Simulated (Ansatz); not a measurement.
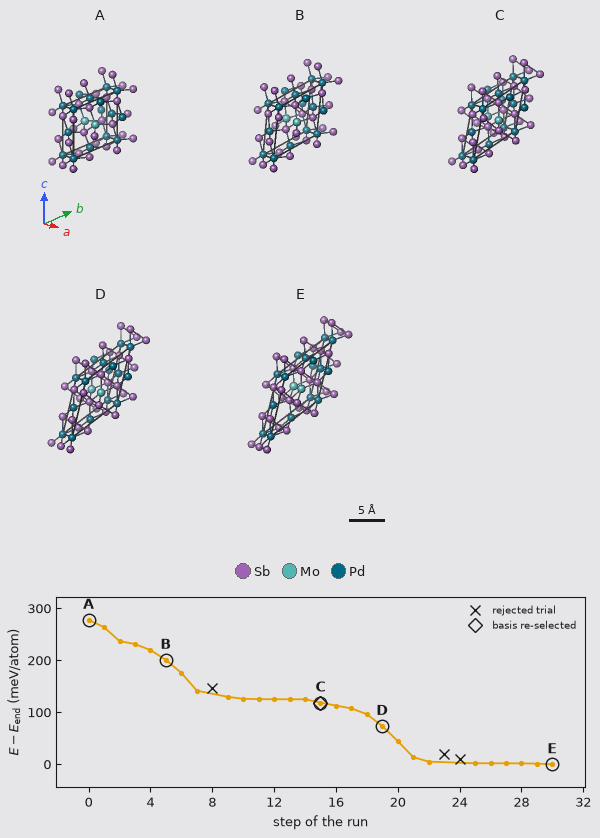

Frames of a relaxation of crystalline Sb4MoPd3 (built on the Ga4BiAs3-38 type type), marked on the history of the run. Style: ball-and-stick. Shown: the cell of the calculation, slightly off an axis.

Level of theory: DFT, PBEsol, plane waves, PAW (Ansatz). Settings: plane-wave cutoff 420 eV; k-point mesh 6 × 4 × 4; occupations fermi dirac; smearing width 0.03 eV; no spin polarisation; cell and atoms relaxed; force threshold 0.01 eV/Å; at most 120 steps.

**Describe the path.**

The run was cut off at its time limit before the relaxation converged, so the last structure is only a point on the way. The largest moves relative to the cell, 0.15 Å, are those of Pd atoms. Largest moves by element: Pd 0.15 Å, Sb 0.14 Å, Mo 0.04 Å. The volume changes by −21.8 %, with a 4.216 → 3.080 Å (−27.0 %), b = c 7.307 → 9.011 Å (+23.3 %), α 70.7° → 41.6°. Near-neighbour distances that change, for instance: Sb–Sb 4.460 → 3.162 Å, Sb–Sb 4.216 → 3.080 Å, Mo–Mo 4.216 → 3.080 Å, Sb–Sb 4.233 → 3.210 Å. Bond angles that change, for instance: Pd–Sb–Pd 109.2° → 67.7°, Pd–Sb–Pd 111.9° → 71.8°, Sb–Pd–Sb 111.9° → 71.8°. The space group stays Amm2 (No. 38). Over 26 accepted moves (30 points after the start) the energy falls by 278 meV per atom. Largest force component: 1.5 eV/Å at the start, 0.16 eV/Å at the end. The pressure goes from −0.77 to 0.70 GPa. The line search rejected the trial steps at points 8, 23, 24 of the run. At 1 point the geometry stayed and the basis and grid were re-selected for the new cell (energy shift of 6.4 meV per atom at most each time). From step 0 to 5: a Sb atom moves most (0.25 Å), volume −3.3 %, energy −77.1 meV per atom. From step 5 to 15: a Pd atom moves most (0.28 Å), volume −6.9 %, energy −82.1 meV per atom. From step 15 to 19: a Sb atom moves most (0.17 Å), volume −4.0 %, energy −45.0 meV per atom. From step 19 to 30: Sb and Pd atoms move most (0.12 Å), volume −9.5 %, energy −73.8 meV per atom.

| step | E − E(0), meV/atom | largest force component, eV/Å | pressure, GPa | volume, Å³/atom | note |
| --- | --- | --- | --- | --- | --- |
| 0 | 0.00 | 1.5422 | -0.77 | 26.562 |  |
| 1 | -14.10 | 1.8232 | 3.19 | 25.727 |  |
| 2 | -40.88 | 0.3635 | -0.64 | 26.548 |  |
| 3 | -46.55 | 0.0733 | -0.14 | 26.398 |  |
| 4 | -58.16 | 0.2477 | 0.07 | 26.087 |  |
| 5 | -77.07 | 0.5966 | -0.48 | 25.689 |  |
| 6 | -102.07 | 0.7618 | -0.73 | 25.077 |  |
| 7 | -136.23 | 0.3920 | 0.78 | 24.127 |  |
| 8 | -130.55 | 0.8825 | 1.27 | 23.486 | rejected |
| 9 | -148.09 | 0.1923 | -0.03 | 24.086 |  |
| 10 | -151.93 | 0.0745 | 0.40 | 23.878 |  |
| 11 | -152.52 | 0.0425 | 0.09 | 23.944 |  |
| 12 | -152.79 | 0.0194 | -0.12 | 23.946 |  |
| 13 | -152.82 | 0.0041 | 0.07 | 23.897 |  |
| 14 | -152.82 | 0.0009 | -0.01 | 23.916 |  |
| 15 | -159.21 | 0.0017 | 0.51 | 23.916 | same geometry, new basis |
| 16 | -165.00 | 0.0800 | 0.37 | 23.816 |  |
| 17 | -170.36 | 0.0606 | -0.24 | 23.703 |  |
| 18 | -181.60 | 0.1978 | -1.14 | 23.461 |  |
| 19 | -204.25 | 0.2559 | -1.40 | 22.963 |  |
| 21 | -264.12 | 0.3070 | -1.09 | 21.617 |  |
| 22 | -272.84 | 0.3446 | 1.87 | 20.729 |  |
| 23 | -258.63 | 0.5719 | -1.90 | 20.760 | rejected |
| 24 | -267.49 | 0.3602 | -2.28 | 21.734 | rejected |
| 25 | -275.90 | 0.0591 | -0.06 | 21.052 |  |
| 26 | -275.97 | 0.0362 | -0.12 | 21.039 |  |
| 27 | -276.03 | 0.0229 | 0.03 | 21.008 |  |
| 28 | -276.16 | 0.0580 | 0.16 | 20.964 |  |
| 29 | -276.62 | 0.1285 | 0.31 | 20.902 |  |
| 30 | -278.04 | 0.1617 | 0.70 | 20.771 |  |
